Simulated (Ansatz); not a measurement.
**B₂H₂ (triplet): correlated methods under varied settings at distance B1–H3 = 1.292 Å**

Aim: run B₂H₂ (triplet) at one geometry under a spread of methods and options, and see what each costs and gives.

The runs use Ansatz 0.2.0, Gaussian basis; the settings change from run to run.

20 further runs of the same task are left out: 2 for a mislabelled method, 12 that didn't finish, 6 set aside as unsound or not needed.

**1. The system**

The geometry derives from a PBE0/def2-TZVP stationary point (not a proven minimum). One bond is set to the value named and the two fragments are kept rigid.

4 atoms, charge 0, spin multiplicity 3.

Atoms are counted from 1 here; the program's logs count them from 0.

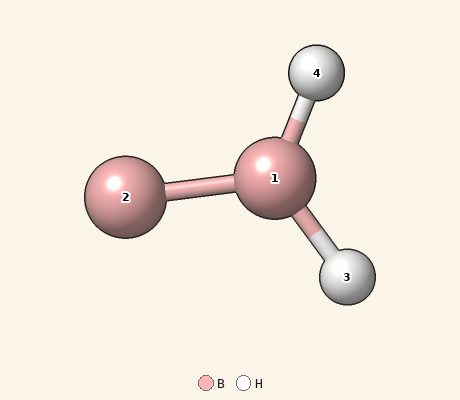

The structure; boron pink, hydrogen white; atoms are numbered from 1 in the order of the file.

**2. BCCD(T) on ROHF/def2-SVP**

File in.yaml:

```yaml
crystal:
  periodic: [false, false, false]
  atoms:
    - {symbol: B, position_ang: [0.000000, -0.003551, 0.673668]}
    - {symbol: B, position_ang: [0.000000, -0.003551, -0.911414]}
    - {symbol: H, position_ang: [0.000000, 1.127591, 1.297993]}
    - {symbol: H, position_ang: [0.000000, -1.051419, 1.252030]}
basis:
  gaussian: {orbitals: def2-SVP}
magnetization: {spin_polarized: false, initial_magnetization: 2}
hamiltonian: {pseudopotentials: {relativity: scalar}}
correlation: {method: bccd_t, electrons: valence, diis_vectors: 2}
output: {forces: true}
```

The run is started by

```console
> ansatz run in.yaml --threads 1 --pin off --events-out ev --progress --plain --max-ram 2393MiB
```

Output, shortened:

```text
Functional definition: HF
  name "HF"
  cite "Fock, Z. Phys. 61, 126 (1930) doi:10.1007/BF01340294"
  parent pbe
[...]
392 factors; integrals over basis functions are off by at most 1.4e-3 eV
[...]
mean field -1370.19708572 eV, -50.3538141471 hartree, gradient 1.9e-6 eV, S^2 2.000000; 4 other end points of the search recorded, 0 dependent functions left out
[...]
determinant -1370.19708572 eV, -50.3538141471 hartree, with singles and doubles -1374.38892547 eV, -50.5078614167 hartree
determinant -1368.77019635 eV, -50.3013769300 hartree, with singles and doubles -1372.68063091 eV, -50.4450827495 hartree
determinant -1366.80225758 eV, -50.2290565141 hartree, with singles and doubles -1371.45861335 eV, -50.4001744327 hartree
2 core orbitals not correlated: weight in the atoms' cores, before any rotation towards them, 1.000 or more for the frozen orbitals, at most 0.000 for the correlated occupied ones
reference -1370.19708572 eV, -50.3538141471 hartree; 5, 3 occupied and 31, 33 virtual orbitals, 392 factors
second order -3.29952053 eV of doubles, -0.02831118 eV of singles
cycle   1  -4.19283311 eV  change   -9.9e-4 eV  update   7.8e-3
[...]
cycle  17  -4.18900887 eV  change    2.1e-7 eV  update   5.4e-7
perturbative correction -0.13427465 eV, -0.0049345025 hartree
[...]
Total energy: -1374.52036924 eV, -50.5126918861 hartree
Relativity: scalar
Atom 0 at     0.000000    -0.003551     0.673668 Å, force    -0.000000     1.576409     1.449112 eV/Å
Atom 1 at     0.000000    -0.003551    -0.911414 Å, force    -0.000000     0.049637    -0.816852 eV/Å
Atom 2 at     0.000000     1.127591     1.297993 Å, force     0.000000    -1.417400    -0.801647 eV/Å
Atom 3 at     0.000000    -1.051419     1.252030 Å, force    -0.000000    -0.208646     0.169386 eV/Å
Dipole moment:     0.000000    -0.014809    -0.126074 e Å
```

It took 3 s on 1 thread of Intel Xeon 6975P-C, shared host.

From the report: correlation -4.3233 eV; largest double amplitude 0.05.

**3. CCSD on UHF/cc-pVDZ**

File in.yaml:

```yaml
crystal:
  periodic: [false, false, false]
  atoms:
    - {symbol: B, position_ang: [0.000000, -0.003551, 0.673668]}
    - {symbol: B, position_ang: [0.000000, -0.003551, -0.911414]}
    - {symbol: H, position_ang: [0.000000, 1.127591, 1.297993]}
    - {symbol: H, position_ang: [0.000000, -1.051419, 1.252030]}
basis:
  gaussian: {orbitals: cc-pVDZ, point_charges: [{charge: -1.00, position_ang: [4.280, -0.789, -0.184]}]}
magnetization: {spin_polarized: true, initial_magnetization: 2}
correlation: {method: ccsd, electrons: outside_noble_gas}
```

The command is unchanged.

Output, shortened:

```text
Functional definition: HF
  name "HF"
  cite "Fock, Z. Phys. 61, 126 (1930) doi:10.1007/BF01340294"
  parent pbe
[...]
350 factors; integrals over basis functions are off by at most 8.3e-4 eV
[...]
mean field -1371.16313425 eV, -50.3893157760 hartree, gradient 4.5e-6 eV, S^2 2.004828; 4 other end points of the search recorded, 0 dependent functions left out
determinant -1371.16313425 eV, -50.3893157760 hartree, with singles and doubles -1375.33293222 eV, -50.5425530249 hartree
determinant -1369.89968878 eV, -50.3428850112 hartree, with singles and doubles -1373.76465282 eV, -50.4849198201 hartree
determinant -1368.17732862 eV, -50.2795894429 hartree, with singles and doubles -1372.36145822 eV, -50.4333533694 hartree
2 core orbitals not correlated: weight in the atoms' cores, before any rotation towards them, 1.000 or more for the frozen orbitals, at most 0.000 for the correlated occupied ones
reference -1371.16313425 eV, -50.3893157760 hartree; 5, 3 occupied and 31, 33 virtual orbitals, 350 factors
second order -3.28037092 eV of doubles, -0.00000000 eV of singles
cycle   1  -4.17002406 eV  change   -2.3e-4 eV  update   8.3e-4
[...]
cycle   9  -4.17016574 eV  change    5.1e-6 eV  update   4.7e-6
Total energy: -1375.33329999 eV, -50.5425665402 hartree
```

It took 0.83 s on 1 thread of Intel Xeon 6975P-C, shared host.

From the report: ⟨S²⟩ of the determinant 2.005 (pure triplet: 2.00); correlation -4.1702 eV; T1 0.032; largest double amplitude 0.04.

**4. HF/STO-3G**

Edit in.yaml of step 3 so:

```diff
@@ -8,4 +8,6 @@
 basis:
-  gaussian: {orbitals: cc-pVDZ, point_charges: [{charge: -1.00, position_ang: [4.280, -0.789, -0.184]}]}
+  gaussian: {orbitals: STO-3G}
 magnetization: {spin_polarized: true, initial_magnetization: 2}
-correlation: {method: ccsd, electrons: outside_noble_gas}
+hamiltonian: {xc: hf}
+scf: {lower_state_search: full}
+output: {orbitals: {seedname: orbitals}}
```

Same command.

Output:

```text
Functional definition: HF
  name "HF"
  cite "Fock, Z. Phys. 61, 126 (1930) doi:10.1007/BF01340294"
  parent pbe
  exchange = exact_x
  correlation = 0
152 factors; integrals over basis functions are off by at most 2.4e-4 eV
mean field evaluation 1: about -1350.9242 eV, gradient 9.7e0 eV
mean field evaluation 2: about -1350.9361 eV, gradient 9.7e0 eV
mean field evaluation 4: about -1352.5187 eV, gradient 2.2e0 eV
mean field evaluation 8: about -1352.8161 eV, gradient 8.9e-2 eV
mean field evaluation 16: about -1352.2384 eV, gradient 1.5e0 eV
mean field evaluation 32: about -1352.4927 eV, gradient 2.2e0 eV
mean field -1352.81467200 eV, -49.7150222254 hartree, gradient 4.9e-5 eV, S^2 2.001660; 2 other end points of the search recorded, 0 dependent functions left out
reference -1352.81467200 eV, -49.7150222254 hartree; 7, 5 occupied and 5, 7 virtual orbitals, 152 factors
Total energy: -1352.81467200 eV, -49.7150222254 hartree
```

Wall time 0.09 s (1 thread of Intel Xeon 6975P-C, shared host).

From the report: ⟨S²⟩ of the determinant 2.002 (pure triplet: 2.00).

**5. CCSDT(Q)/B on ROHF/STO-3G**

File in.yaml:

```yaml
crystal:
  periodic: [false, false, false]
  atoms:
    - {symbol: B, position_ang: [0.000000, -0.003551, 0.673668]}
    - {symbol: B, position_ang: [0.000000, -0.003551, -0.911414]}
    - {symbol: H, position_ang: [0.000000, 1.127591, 1.297993]}
    - {symbol: H, position_ang: [0.000000, -1.051419, 1.252030]}
basis:
  gaussian: {orbitals: STO-3G, fitting: {mean_field: def2-universal-jkfit}, point_charges: [{charge: 1.00, position_ang: [4.075, 0.028, -0.796]}]}
magnetization: {spin_polarized: false, initial_magnetization: 2}
correlation: {method: ccsdt_q_b, electrons: outside_noble_gas}
scf: {lower_state_search: light}
output: {forces: true}
```

The command is unchanged.

Output, shortened:

```text
Functional definition: HF
  name "HF"
  cite "Fock, Z. Phys. 61, 126 (1930) doi:10.1007/BF01340294"
  parent pbe
[...]
186 factors; integrals over basis functions are off by at most 4.6e-3 eV
[...]
mean field -1352.78864516 eV, -49.7140657565 hartree, gradient 2.1e-6 eV, S^2 2.000000; 1 other end points of the search recorded, 0 dependent functions left out
determinant -1352.78864516 eV, -49.7140657565 hartree, with singles and doubles -1354.93398774 eV, -49.7929056422 hartree
determinant -1351.17191756 eV, -49.6546521133 hartree, with singles and doubles -1352.90082741 eV, -49.7181883783 hartree
2 core orbitals not correlated: weight in the atoms' cores, before any rotation towards them, 1.000 or more for the frozen orbitals, at most 0.000 for the correlated occupied ones
reference -1352.78864516 eV, -49.7140657565 hartree; 5, 3 occupied and 5, 7 virtual orbitals, 186 factors
second order -1.39938942 eV of doubles, -0.00341154 eV of singles
cycle   1  -1.80851768 eV  change   -4.1e-1 eV  update   6.3e-2
[...]
cycle  18  -2.19831054 eV  change   -5.4e-7 eV  update   3.1e-7
perturbative correction -0.00216091 eV, -0.0000794120 hartree
[...]
Total energy: -1354.98911661 eV, -49.7949315907 hartree
Atom 0 at     0.000000    -0.003551     0.673668 Å, force    -0.064477     1.830944     0.906838 eV/Å
Atom 1 at     0.000000    -0.003551    -0.911414 Å, force    -0.051063     0.051579     0.262947 eV/Å
Atom 2 at     0.000000     1.127591     1.297993 Å, force     0.055067    -2.285952    -1.165968 eV/Å
Atom 3 at     0.000000    -1.051419     1.252030 Å, force     0.056011     0.402511    -0.038457 eV/Å
Dipole moment:    -0.052661    -0.003902    -0.263441 e Å
```

Run time: 4.5 s. Hardware: 1 thread of Intel Xeon 6975P-C, shared host.

From the report: correlation -2.2005 eV; T1 0.033; largest double amplitude 0.09.

**6. BCCD(T) on UHF/6-31G**

File in.yaml:

```yaml
crystal:
  periodic: [false, false, false]
  atoms:
    - {symbol: B, position_ang: [0.000000, -0.003551, 0.673668]}
    - {symbol: B, position_ang: [0.000000, -0.003551, -0.911414]}
    - {symbol: H, position_ang: [0.000000, 1.127591, 1.297993]}
    - {symbol: H, position_ang: [0.000000, -1.051419, 1.252030]}
basis:
  gaussian: {orbitals: 6-31G}
magnetization: {spin_polarized: true, initial_magnetization: 2}
correlation: {method: bccd_t, electrons: valence}
```

Same command.

Output, shortened:

```text
Functional definition: HF
  name "HF"
  cite "Fock, Z. Phys. 61, 126 (1930) doi:10.1007/BF01340294"
  parent pbe
[...]
316 factors; integrals over basis functions are off by at most 3.0e-4 eV
[...]
mean field -1370.56257448 eV, -50.3672456116 hartree, gradient 1.9e-6 eV, S^2 2.003084; 2 other end points of the search recorded, 0 dependent functions left out
determinant -1370.56257448 eV, -50.3672456116 hartree, with singles and doubles -1373.31519017 eV, -50.4684023722 hartree
determinant -1369.09134529 eV, -50.3131789359 hartree, with singles and doubles -1371.49589788 eV, -50.4015446139 hartree
determinant -1367.55176811 eV, -50.2566005183 hartree, with singles and doubles -1370.28987907 eV, -50.3572242400 hartree
2 core orbitals not correlated: weight in the atoms' cores, before any rotation towards them, 1.000 or more for the frozen orbitals, at most 0.000 for the correlated occupied ones
reference -1370.56257448 eV, -50.3672456116 hartree; 5, 3 occupied and 15, 17 virtual orbitals, 316 factors
second order -2.04078080 eV of doubles, -0.00000000 eV of singles
cycle   1  -2.75264029 eV  change   -2.5e-5 eV  update   6.9e-3
[...]
cycle   8  -2.74957108 eV  change   -4.6e-6 eV  update   9.7e-6
perturbative correction -0.07799857 eV, -0.0028663946 hartree
Total energy: -1373.39014413 eV, -50.4711568795 hartree
```

Wall time 0.45 s (1 thread of Intel Xeon 6975P-C, shared host).

From the report: ⟨S²⟩ of the determinant 2.003 (pure triplet: 2.00); correlation -2.8276 eV; largest double amplitude 0.06.

**7. CCSD(T)/6-31G**

Edit in.yaml of step 6 so:

```diff
@@ -8,4 +8,5 @@
 basis:
-  gaussian: {orbitals: 6-31G}
+  gaussian: {orbitals: 6-31G, fitting: {mean_field: def2-universal-jkfit}}
 magnetization: {spin_polarized: true, initial_magnetization: 2}
-correlation: {method: bccd_t, electrons: valence}
+hamiltonian: {xc: {name: PBE0}}
+correlation: {method: ccsd_t, electrons: all}
```

Launched as before.

Output, shortened:

```text
Functional definition: PBE0
  name "PBE0"
  cite "Adamo & Barone, J. Chem. Phys. 110, 6158 (1999) doi:10.1063/1.478522"
  cite "Perdew, Burke & Ernzerhof, Phys. Rev. Lett. 77, 3865 (1996) doi:10.1103/PhysRevLett.77.3865"
  parent pbe
[...]
186 factors; integrals over basis functions are off by at most 7.1e-2 eV
[...]
mean field -1377.70975373 eV, -50.6298996045 hartree, gradient 3.4e-6 eV, S^2 2.003010; 0 other end points of the search recorded, 0 dependent functions left out
reference -1370.31998329 eV, -50.3583305497 hartree; 7, 5 occupied and 15, 17 virtual orbitals, 186 factors
second order -2.33347039 eV of doubles, -0.14227115 eV of singles
cycle   1  -2.84365413 eV  change   -3.7e-1 eV  update   5.6e-2
[...]
cycle  10  -3.05083149 eV  change   -7.5e-7 eV  update   6.9e-6
perturbative correction -0.08312056 eV, -0.0030546243 hartree
Total energy: -1373.45393535 eV, -50.4735011635 hartree
```

Run time: 0.51 s. Hardware: 1 thread of Intel Xeon 6975P-C, shared host.

From the report: ⟨S²⟩ of the determinant 2.003 (pure triplet: 2.00); correlation -3.1340 eV; T1 0.011; largest double amplitude 0.06. The orbitals are Kohn-Sham ones, so correlation energy and T1 don't compare with those on Hartree-Fock orbitals.

**8. CASSCF(6,5)/6-31G**

File in.yaml:

```yaml
crystal:
  periodic: [false, false, false]
  atoms:
    - {symbol: B, position_ang: [0.000000, -0.003551, 0.673668]}
    - {symbol: B, position_ang: [0.000000, -0.003551, -0.911414]}
    - {symbol: H, position_ang: [0.000000, 1.127591, 1.297993]}
    - {symbol: H, position_ang: [0.000000, -1.051419, 1.252030]}
basis:
  gaussian: {orbitals: 6-31G}
magnetization: {spin_polarized: false, initial_magnetization: 2}
correlation: {active_space: {window: {electrons: 6, orbitals: 5}, states: [{multiplicity: 3, weights: [0.5, 1, 1]}], root: 0}}
scf: {lower_state_search: full}
```

Launched as before.

Output:

```text
Functional definition: HF
  name "HF"
  cite "Fock, Z. Phys. 61, 126 (1930) doi:10.1007/BF01340294"
  parent pbe
  exchange = exact_x
  correlation = 0
506 factors; integrals over basis functions are off by at most 1.6e-7 eV
mean field evaluation 1: about -1368.9493 eV, gradient 1.1e1 eV
mean field evaluation 2: about -1368.9507 eV, gradient 1.1e1 eV
mean field evaluation 4: about -1370.3634 eV, gradient 2.2e0 eV
mean field evaluation 8: about -1370.5455 eV, gradient 1.8e-1 eV
mean field evaluation 16: about -1369.7647 eV, gradient 2.7e0 eV
mean field evaluation 32: about -1299.4228 eV, gradient 7.9e1 eV
mean field evaluation 64: about -1370.5457 eV, gradient 9.1e-2 eV
mean field -1370.54575863 eV, -50.3666276405 hartree, gradient 3.6e-6 eV, S^2 2.000000; 7 other end points of the search recorded, 0 dependent functions left out
reference -1370.54575863 eV, -50.3666276405 hartree; 7, 5 occupied and 15, 17 virtual orbitals, 506 factors
state -1370.64764211 eV, -50.3703717893 hartree
state -1369.22933622 eV, -50.3182500091 hartree
state -1367.64023767 eV, -50.2598517146 hartree
Total energy: -1370.64764211 eV, -50.3703717893 hartree
```

Run time: 0.66 s. Hardware: 1 thread of Intel Xeon 6975P-C, shared host.

From the report: 100 determinants; active occupations (of the averaged states) 2.00, 1.94, 0.80, 0.65, 0.61.

**9. MRCISD+Q(relaxed)(2,3)/6-31G**

Edit in.yaml of step 8 so:

```diff
@@ -10,3 +10,2 @@
 magnetization: {spin_polarized: false, initial_magnetization: 2}
-correlation: {active_space: {window: {electrons: 6, orbitals: 5}, states: [{multiplicity: 3, weights: [0.5, 1, 1]}], root: 0}}
-scf: {lower_state_search: full}
+correlation: {method: fic_mrcisd_q_relaxed, electrons: outside_noble_gas, active_space: {window: {electrons: 2, orbitals: 3}}}
```

Launched as before.

Output, shortened:

```text
Functional definition: HF
  name "HF"
  cite "Fock, Z. Phys. 61, 126 (1930) doi:10.1007/BF01340294"
  parent pbe
[...]
316 factors; integrals over basis functions are off by at most 3.0e-4 eV
[...]
mean field -1370.54572001 eV, -50.3666262211 hartree, gradient 3.6e-6 eV, S^2 2.000000; 2 other end points of the search recorded, 0 dependent functions left out
reference -1370.54572001 eV, -50.3666262211 hartree; 7, 5 occupied and 15, 17 virtual orbitals, 316 factors
state -1370.54572001 eV, -50.3666262211 hartree
contracted CI cycle   1: correlation 0.00000000 eV, 0.0000000000 hartree, residual 1.11e1 eV
contracted CI cycle   2: correlation -2.49991087 eV, -0.0918700298 hartree, residual 1.82e0 eV
contracted CI cycle   3: correlation -2.61139193 eV, -0.0959668834 hartree, residual 7.10e-1 eV
contracted CI cycle   4: correlation -2.62829564 eV, -0.0965880832 hartree, residual 3.03e-1 eV
contracted CI cycle   5: correlation -2.63141411 eV, -0.0967026849 hartree, residual 1.25e-1 eV
contracted CI cycle   6: correlation -2.63185021 eV, -0.0967187113 hartree, residual 3.35e-2 eV
contracted CI cycle   7: correlation -2.63188440 eV, -0.0967199679 hartree, residual 1.13e-2 eV
contracted CI cycle   8: correlation -2.63188783 eV, -0.0967200936 hartree, residual 3.36e-3 eV
contracted CI cycle   9: correlation -2.63188817 eV, -0.0967201065 hartree, residual 1.10e-3 eV
contracted CI cycle  10: correlation -2.63188821 eV, -0.0967201078 hartree, residual 3.70e-4 eV
state -1370.54572001 eV, -50.3666262211 hartree; corrected -1373.38549509 eV, -50.4709860306 hartree
WARN: 1 active orbitals are nearly empty or full. The corrections depend on them more than the energy does, and are more stable in an active space without them
Total energy: -1373.38549509 eV, -50.4709860306 hartree
```

Run time: 0.58 s. Hardware: 1 thread of Intel Xeon 6975P-C, shared host.

From the report: 4 determinants; active occupations 1.00, 1.00, 0.00. The report marks this result as in doubt.

**10. CCSDT(Q) on UHF/6-31G**

Edit in.yaml of step 9 so:

```diff
@@ -9,3 +9,4 @@
   gaussian: {orbitals: 6-31G}
-magnetization: {spin_polarized: false, initial_magnetization: 2}
-correlation: {method: fic_mrcisd_q_relaxed, electrons: outside_noble_gas, active_space: {window: {electrons: 2, orbitals: 3}}}
+magnetization: {spin_polarized: true, initial_magnetization: 2}
+correlation: {method: ccsdt_q, electrons: outside_noble_gas, diis_vectors: 1}
+accuracy: high
```

The command is unchanged.

Output, shortened:

```text
Functional definition: HF
  name "HF"
  cite "Fock, Z. Phys. 61, 126 (1930) doi:10.1007/BF01340294"
  parent pbe
[...]
536 factors; integrals over basis functions are off by at most 3.6e-9 eV
[...]
mean field -1370.56261401 eV, -50.3672470643 hartree, gradient 6.8e-8 eV, S^2 2.003085; 2 other end points of the search recorded, 0 dependent functions left out
determinant -1370.56261401 eV, -50.3672470643 hartree, with singles and doubles -1373.31523591 eV, -50.4684040532 hartree
determinant -1369.09135335 eV, -50.3131792322 hartree, with singles and doubles -1371.49591402 eV, -50.4015452069 hartree
determinant -1367.55180375 eV, -50.2566018280 hartree, with singles and doubles -1370.28991771 eV, -50.3572256598 hartree
2 core orbitals not correlated: weight in the atoms' cores, before any rotation towards them, 1.000 or more for the frozen orbitals, at most 0.000 for the correlated occupied ones
reference -1370.56261401 eV, -50.3672470643 hartree; 5, 3 occupied and 15, 17 virtual orbitals, 536 factors
second order -2.04081001 eV of doubles, -0.00000000 eV of singles
cycle   1  -2.46970719 eV  change   -4.3e-1 eV  update   6.6e-2
[...]
cycle  53  -2.85202421 eV  change   1.6e-10 eV  update  8.8e-10
perturbative correction -0.00283183 eV, -0.0001040678 hartree
Total energy: -1373.41747006 eV, -50.4721610888 hartree
```

Wall time 3.2 s (1 thread of Intel Xeon 6975P-C, shared host).

From the report: ⟨S²⟩ of the determinant 2.003 (pure triplet: 2.00); correlation -2.8549 eV; T1 0.033; largest double amplitude 0.06.

**11. The runs in one table**

Where basis and cores are those of an earlier FCI/6-31G run (-1373.4179 eV), and the state is the same kind, the miss against it is given. † marks a result that the program doubts.

```tsv
level	correlated	functions	energy (eV)	from FCI (meV)	time
BCCD(T) on ROHF/def2-SVP (relativity set)	valence	38	-1374.5204		3 s
CCSD on UHF/cc-pVDZ (beside a point charge)	outside noble gas	38	-1375.3333		0.83 s
HF/STO-3G		12	-1352.8147		0.09 s
CCSDT(Q)/B on ROHF/STO-3G (beside a point charge)	outside noble gas	12	-1354.9891		4.5 s
BCCD(T) on UHF/6-31G	valence	22	-1373.3901	27.7	0.45 s
CCSD(T)/6-31G (on PBE0 orbitals)	all	22	-1373.4539		0.51 s
CASSCF(6,5)/6-31G (lowest root of an average)		22	-1370.6476		0.66 s
MRCISD+Q(relaxed)(2,3)/6-31G †	outside noble gas	22	-1373.3855	32.4	0.58 s
CCSDT(Q) on UHF/6-31G	outside noble gas	22	-1373.4175	0.4	3.2 s
```

**12. Summary of results**

| quantity | value |
| --- | --- |
| runs | 9 |
| quickest | HF/STO-3G, 0.09 s |
| slowest | CCSDT(Q)/B on ROHF/STO-3G (beside a point charge), 4.5 s |

In words: Total energies in different bases, with other cores or another treatment of relativity can't be set against each other. CCSDT(Q)/B on ROHF/STO-3G (beside a point charge) took 50 times as long as HF/STO-3G; the jobs differ in more than the method. Among the correlated runs with a miss given, it spans +0 to +32 meV.
